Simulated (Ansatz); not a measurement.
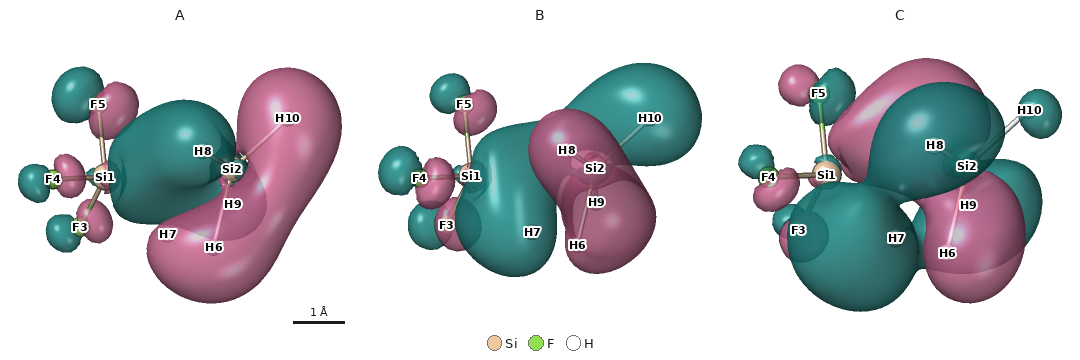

F₃Si···SiH₄···H. Three frontier orbitals at ±0.08 Å⁻³ᐟ² (teal and pink are the two phases), in no order.

A transition-state structure; geometry: PBE0-D4/def2-TZVP.

Method: RKS PBE0-D4/def2-TZVPP in Ansatz 0.2.0.

```yaml
atoms:
  - { symbol: Si, position_ang: [-0.6629, -1.0270, -0.3527] }
  - { symbol: Si, position_ang: [0.4426, 1.2331, 0.1907] }
  - { symbol: F, position_ang: [0.0789, -2.0389, -1.3188] }
  - { symbol: F, position_ang: [-1.3398, -1.8632, 0.8091] }
  - { symbol: F, position_ang: [-1.8668, -0.4355, -1.2039] }
  - { symbol: H, position_ang: [1.4788, 0.1506, 0.9656] }
  - { symbol: H, position_ang: [0.8260, -0.5153, 0.5938] }
  - { symbol: H, position_ang: [-0.3675, 1.0081, 1.4169] }
  - { symbol: H, position_ang: [1.2227, 0.8000, -0.9985] }
  - { symbol: H, position_ang: [0.1881, 2.6883, -0.1024] }
```

**Which picture is the HOMO−1, the HOMO and the LUMO?**

A is the HOMO−1 (−9.17 eV). It lies mainly on Si2 (about 35 %), H6 (about 15 %), H10 (about 15 %), Si1 (about 15 %), H8 (about 5 %) and H9 (about 5 %). B is the HOMO (−8.08 eV). By Hirshfeld shares it lies mainly on Si2 (about 30 %), Si1 (about 15 %), H10 (about 15 %), H7 (about 10 %), H8 (about 10 %) and H9 (about 10 %). C is the LUMO (−1.79 eV). Its weight (Hirshfeld) is mainly on Si2 (about 30 %), Si1 (about 20 %), H8 (about 10 %), H9 (about 10 %), H7 (about 10 %) and H6 (about 10 %).

**What is the HOMO–LUMO gap?**

6.29 eV between the orbital energies.
